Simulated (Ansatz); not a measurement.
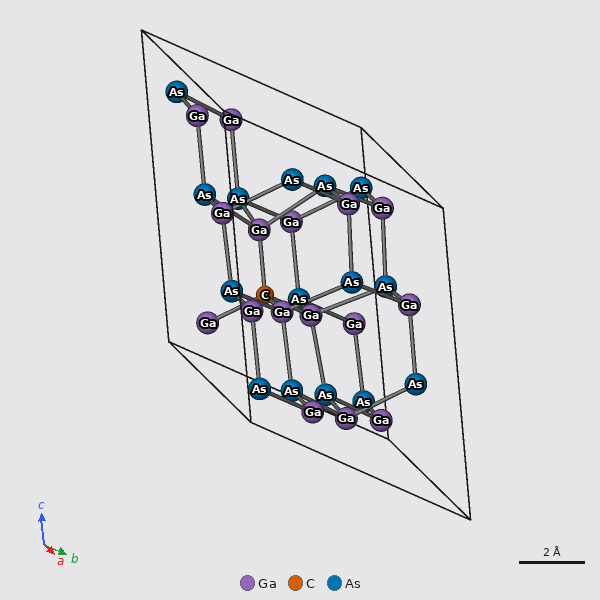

An orthographic ball-and-stick view of the structure, slightly off an axis. The supercell is drawn as a box. The host is GaAs, in a cell of 32 sites, and the cell carries a charge of -1.

**How does this supercell depart from the perfect host?**

Carbon on an arsenic site (a substitutional impurity). It is bonded to four Ga in a tetrahedral arrangement at about 2.0 Å.

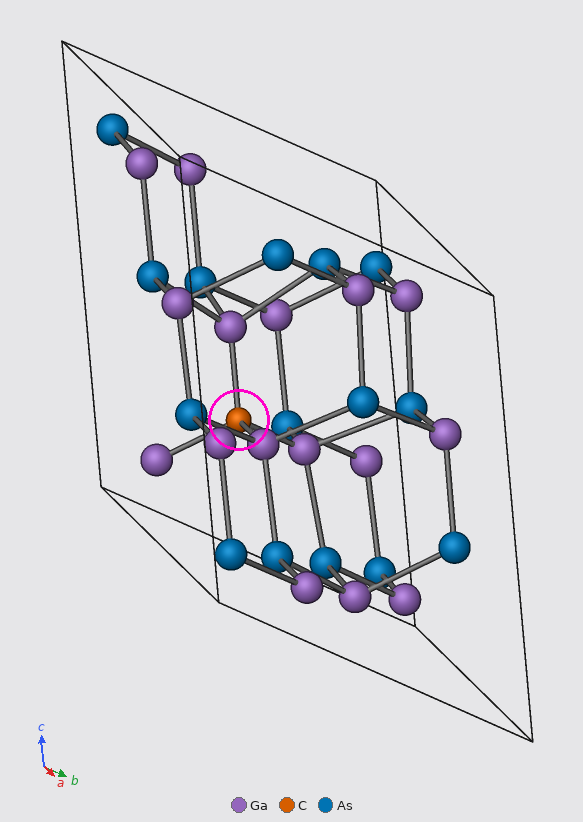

The same cell with a ring at the defect's site.

The atoms were relaxed in the host's cell with Ansatz 0.2.0, DFT LDA, scalar-relativistic, plane waves, PAW.
